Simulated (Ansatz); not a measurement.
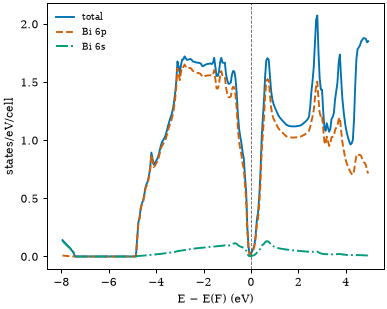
Figure. Total and projected density of states of Bi (A7 (α-As type), R-3m), plane-wave PAW PBE+D3(BJ) (Ansatz code)

### Question
Which orbitals carry the states next to the Fermi level?

### Answer
Within 0.5 eV of the Fermi level: Bi 6p 88 %, Bi 6s 9 %. Projections are on Löwdin-orthogonalised atomic valence shells; empty p or d shells of many metals are not among them.

### Question
Where is the tallest occupied peak in this window, and what makes it?

### Answer
Near -2.8 eV, about 1.7 states/eV per cell; the largest projected share is Bi 6p.

Symmetry was held in the PBE+D3(BJ) relaxation. The pairwise dispersion correction was not fitted to metals. Spin–orbit coupling is left out wherever it is not named.

Potentials: the later of the program's two PAW sets.
